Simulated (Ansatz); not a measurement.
AlH2Cl: several calculations on one system

## 1. Relaxation

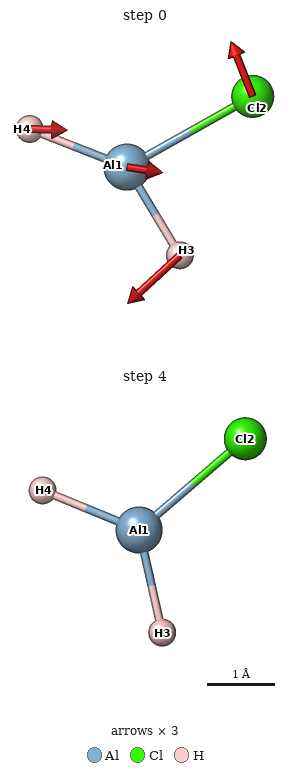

The structure of AlH2Cl before (top) and after (bottom) a relaxation, at one scale. The red arrows give the displacements, 3 times their true length.

A ball-and-stick model, seen face on.

The run prepares an end point of a later path (reaction) calculation, from a guessed geometry.

The calculation used RKS PBE0/def2-SVP in Ansatz 0.2.0. Set-up: no spin polarisation; force threshold 0.03 eV/Å; at most 50 steps.

Summarise the run.

The energy falls by 11.6 kcal/mol in 4 geometry steps. The largest force component goes from 1.4 to 0.0092 eV/Å. H3 moves most after the best rigid fit: 0.36 Å. Largest moves by element: H 0.36 Å, Cl 0.30 Å, Al 0.19 Å. Some distances before and after: Al1–Cl2 2.175 → 2.107 Å, Al1–H3 1.549 → 1.579 Å. Among the angles between lasting bonds that change: Cl2–Al1–H3 87.8° → 117.5°, H3–Al1–H4 142.5° → 125.1°, Cl2–Al1–H4 129.6° → 117.4°. Cost: 6.3 s on 1 thread of Arm Neoverse V1, with other jobs on the host, peak memory 0.098 GiB.

## 2. Relaxation

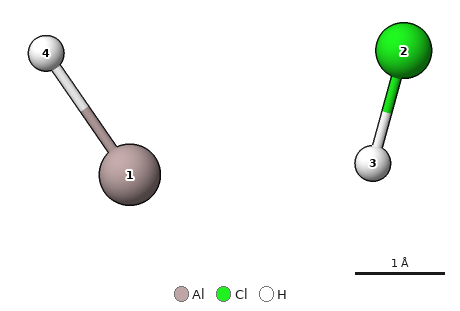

AlH$_{2}$Cl, before the relaxation. A ball-and-stick model, seen face on.

The run prepares an end point of a later path (reaction) calculation, from a guessed geometry.

All numbers below come from Ansatz 0.2.0, RKS PBE0/def2-SVP.

The input:
```yaml
crystal:
  periodic: [false, false, false]
  atoms:
    - { symbol: Al, position_ang: [-0.153354, 0.0, -1.005325] }
    - { symbol: Cl, position_ang: [1.697705, 0.0, 1.87989] }
    - { symbol: H, position_ang: [2.08842, 0.0, 0.602973] }
    - { symbol: H, position_ang: [-1.685772, 0.0, -0.353338] }
basis:
  gaussian: { orbitals: def2-SVP }
hamiltonian:
  xc: pbe0
relax:
  f_tol: 0.03
  max_steps: 50
output:
  orbitals: {}
```

Run as
```bash
ansatz run input.yaml --threads 1 --pin off --max-ram 2048MiB --backend cpu --events-out ev --progress --plain --runs-dir out
```

**Where does the relaxation end?**

After 8 accepted moves (9 points after the start) the energy has fallen by 0.111 eV. Largest force component: 1 eV/Å at the start, 0.018 eV/Å at the end. The line search rejected the trial step at point 8 of the run. Cl2 moves most after the best rigid fit: 0.70 Å. By element the largest moves are Cl 0.70 Å, H 0.47 Å, Al 0.16 Å. Among the contacts that change: Al1–Cl2 3.428 → 2.901 Å, Cl2–H3 1.335 → 1.290 Å.

Step by step:

```csv
step,"E − E(0), eV","largest force component, eV/Å",note
0,0.0000,1.0486,
1,-0.0176,0.6831,
2,-0.0244,0.7126,
3,-0.0479,0.1795,
4,-0.0735,0.2846,
5,-0.0755,0.9092,
6,-0.1072,0.0664,
7,-0.1098,0.2001,
8,-0.1014,0.1160,rejected
9,-0.1113,0.0180,
```

Final geometry:

```xyz
4

Al   -0.2294    0.0000   -1.1430
Cl    1.2178    0.0000    1.3707
H     2.4304    0.0000    0.9311
H    -1.4718    0.0000   -0.0347
```

The end point in the same view:

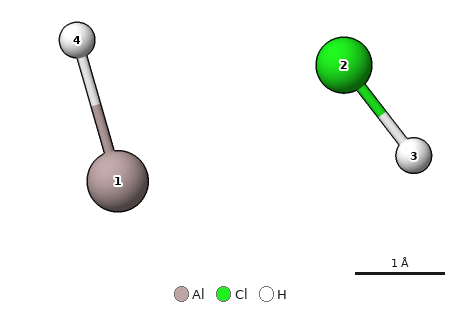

Limits of the set-up: the start holds two separate molecules, 2.8 Å apart at their closest, whose relative position is a soft coordinate and is computed without a dispersion correction.

## 3. Path

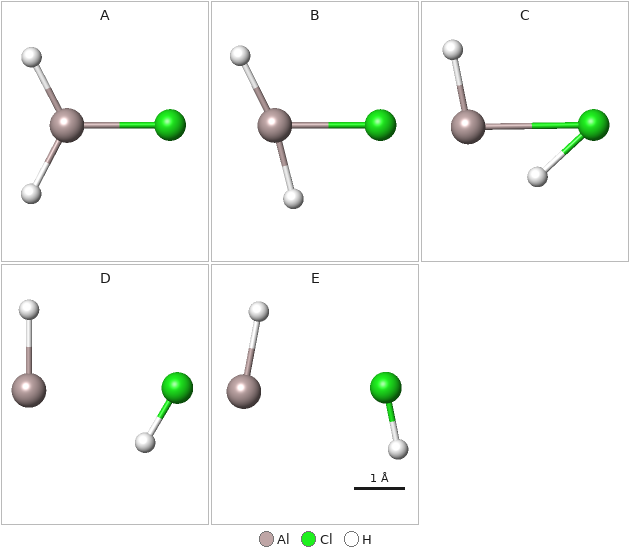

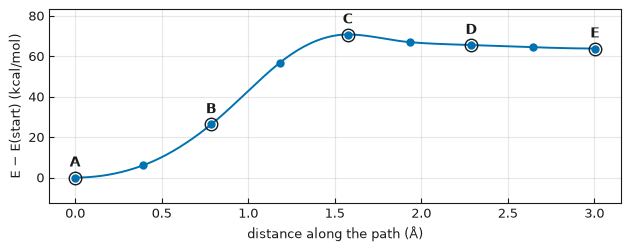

A nudged-elastic-band calculation for AlH2Cl. Images are numbered from 0 (start) to 8 (end). Frames A to E are images 0, 2, 4, 6, 8. The picture is a ball-and-stick view, seen face on.

All numbers below come from RKS PBE0/def2-SVP in Ansatz.

The input:
```yaml
crystal:
  periodic: [false, false, false]
  atoms:
    - { symbol: Al, position_ang: [0.459583, 0.0, 0.120805] }
    - { symbol: Cl, position_ang: [0.81913, 0.0, 2.196839] }
    - { symbol: H, position_ang: [1.714332, 0.0, -0.837403] }
    - { symbol: H, position_ang: [-1.046045, 0.0, -0.356042] }
basis:
  gaussian: { orbitals: def2-SVP }
hamiltonian:
  xc: pbe0
neb:
  order_check: false
  images: 7
  f_tol: 0.03
  max_iterations: 60
  final_atoms:
    - { symbol: Al, position_ang: [-0.4288575, 0.0, -1.02369033] }
    - { symbol: Cl, position_ang: [1.3685222, 0.0, 1.25283301] }
    - { symbol: H, position_ang: [2.50426019, 0.0, 0.64158435] }
    - { symbol: H, position_ang: [-1.49692489, 0.0, 0.25347196] }
  initial_path:
    images:
      - { positions_ang: [[0.459583, 0.0, 0.120805], [0.81913, 0.0, 2.196839], [1.714332, 0.0, -0.837403], [-1.046045, 0.0, -0.356042]] }
      - { positions_ang: [[0.34460953, 0.0, 0.09073846], [0.99934027, 0.0, 2.1176379], [1.72562738, 0.0, -0.62265466], [-1.12257717, 0.0, -0.46152271]] }
      - { positions_ang: [[0.22963606, 0.0, 0.06067193], [1.17955053, 0.0, 2.0384368], [1.73692275, 0.0, -0.40790631], [-1.19910934, 0.0, -0.56700341]] }
      - { positions_ang: [[0.11466259, 0.0, 0.03060539], [1.3597608, 0.0, 1.95923569], [1.74821813, 0.0, -0.19315797], [-1.27564151, 0.0, -0.67248412]] }
      - { positions_ang: [[-0.00031088, 0.0, 0.00053886], [1.53997106, 0.0, 1.88003459], [1.7595135, 0.0, 0.02159037], [-1.35217368, 0.0, -0.77796482]] }
      - { positions_ang: [[-0.10744754, 0.0, -0.25551844], [1.49710884, 0.0, 1.7232342], [1.94570017, 0.0, 0.17658887], [-1.38836148, 0.0, -0.52010563]] }
      - { positions_ang: [[-0.21458419, 0.0, -0.51157574], [1.45424663, 0.0, 1.5664338], [2.13188685, 0.0, 0.33158736], [-1.42454928, 0.0, -0.26224643]] }
      - { positions_ang: [[-0.32172085, 0.0, -0.76763303], [1.41138441, 0.0, 1.40963341], [2.31807352, 0.0, 0.48658586], [-1.46073708, 0.0, -0.00438723]] }
      - { positions_ang: [[-0.4288575, 0.0, -1.02369033], [1.3685222, 0.0, 1.25283301], [2.50426019, 0.0, 0.64158435], [-1.49692489, 0.0, 0.25347196]] }
```

Command:
```bash
ansatz run input.yaml --threads 1 --pin off --max-ram 2048MiB --backend cpu --events-out ev --progress --plain --runs-dir out
```

**Describe the mechanism and the energy profile.**

Forward barrier 70.8 kcal/mol, backward barrier 6.9 kcal/mol, with image 4 at the top; the reaction energy is +63.8 kcal/mol. Breaking: Al–Cl (2.11 → 2.90 Å), Al–H (1.58 → 3.37 Å). Forming: Cl–H (3.16 → 1.29 Å). The band converged in 10 iterations. The largest component of the band force went from 11 to 0.012 eV/Å. The climbing image converged on the top of the path. Its vibrational analysis gives one imaginary mode (790i cm⁻¹), as a transition state must have.

The run took 69 s on 1 thread of Arm Neoverse V1 (shared host), peak memory 0.09 GiB.
